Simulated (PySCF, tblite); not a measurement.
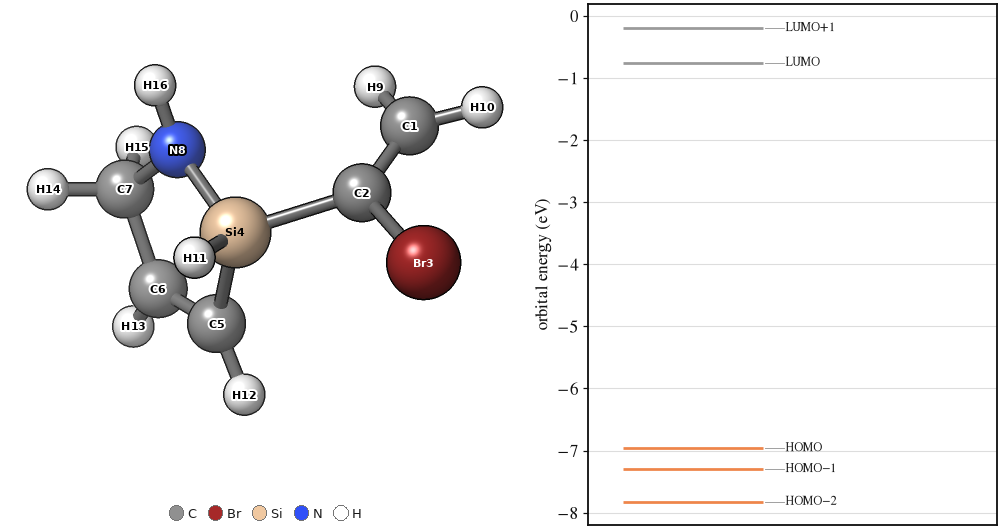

C₅H₈BrNSi, SMILES C=C(Br)[Si@@H]1C=CCN1. Kohn-Sham orbital energies near the frontier, PBE0/def2-SVPD in PySCF 2.14.0, at a GFN2-xTB geometry (a minimum by its frequencies), isolated molecule; empty levels in grey, levels within 0.03 eV side by side.

**Where do the frontier orbitals lie?**

HOMO at −6.96 eV, LUMO at −0.76 eV, 6.21 eV apart.

**On which atoms do HOMO and LUMO mostly sit?**

HOMO: N8 49 %, C7 12 %, Si4 9 %. LUMO: C1 31 %, C2 30 %, Si4 10 % (Löwdin shares).

**List the levels with the atoms that carry most of them (a dash for levels above zero or within 0.03 eV of another, where shares mean little).**

| orbital | energy (eV) | Löwdin shares |
| --- | --- | --- |
| LUMO+1 | −0.20 | C6 25 %, C5 22 %, Br3 15 % |
| LUMO | −0.76 | C1 31 %, C2 30 %, Si4 10 % |
| HOMO | −6.96 | N8 49 %, C7 12 %, Si4 9 % |
| HOMO−1 | −7.30 | Br3 44 %, C1 23 %, C2 22 % |
| HOMO−2 | −7.82 | C5 29 %, C6 29 %, Br3 11 % |

Note: the tight-binding geometry is rougher than a DFT one and adds to the error; spin-orbit coupling is left out, and with Br it can shift these levels and split any degenerate set; one conformer of a flexible molecule; empty levels above zero depend strongly on the basis.
